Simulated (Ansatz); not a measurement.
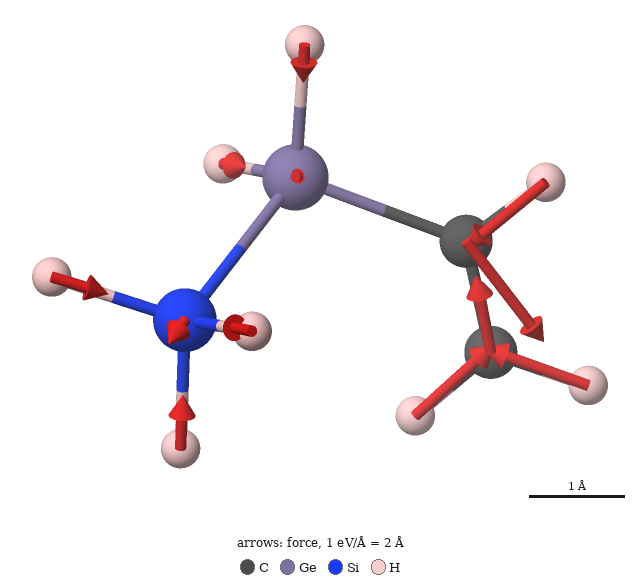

Starting geometry of C2H8GeSi with the computed forces as red arrows. A ball-and-stick model, seen at a tilt.

The start comes from PBE-D4/def2-SVP.

All numbers below come from RKS PBE0-D4/def2-TZVP (Ansatz).

The input:
```yaml
crystal:
  periodic: [false, false, false]
  atoms:
    - {symbol: C, position_ang: [-1.397956, 1.632894, -0.122496]}
    - {symbol: C, position_ang: [-0.434944, 1.286077, 0.751263]}
    - {symbol: Ge, position_ang: [0.193779, -0.554175, 1.008162]}
    - {symbol: Si, position_ang: [1.111839, -1.380009, -1.044376]}
    - {symbol: H, position_ang: [-1.912590, 0.891442, -0.759228]}
    - {symbol: H, position_ang: [-1.724466, 2.680891, -0.243179]}
    - {symbol: H, position_ang: [0.046117, 2.076382, 1.355528]}
    - {symbol: H, position_ang: [-0.986241, -1.462952, 1.456179]}
    - {symbol: H, position_ang: [1.265976, -0.569783, 2.132124]}
    - {symbol: H, position_ang: [2.279754, -0.530147, -1.468544]}
    - {symbol: H, position_ang: [0.062167, -1.318626, -2.122937]}
    - {symbol: H, position_ang: [1.573665, -2.807193, -0.908398]}
basis:
  gaussian: {orbitals: def2-TZVP}
hamiltonian: {xc: pbe0, dispersion: d4}
relax: {f_tol: 0.005, max_steps: 150}
```

Launched with:
```bash
ansatz run in.yaml --threads 4 --pin off --events-out ev --progress --plain --max-ram 10444MiB
```

**What follows when this structure is relaxed?**

It isn't relaxed: the largest force vector, on C2, is 0.73 eV/Å. The final displacements have little in common with the starting forces (cosine between the two patterns 0.23). H5 moves most after the best rigid fit: 1.21 Å. Largest moves by element: H 1.21 Å, C 0.45 Å, Ge 0.24 Å, Si 0.23 Å. Among the contacts that change: C2–Ge3 1.962 → 1.941 Å, C1–C2 1.346 → 1.328 Å, C1–H5 1.105 → 1.086 Å, Si4–H10 1.505 → 1.488 Å. Groups turn about C2–Ge3 by about 50°. Over 21 accepted moves (22 points after the start) the energy falls by 1.76 kcal/mol. The largest force component goes from 0.57 to 0.0044 eV/Å. The line search rejected the trial step at point 20 of the run.
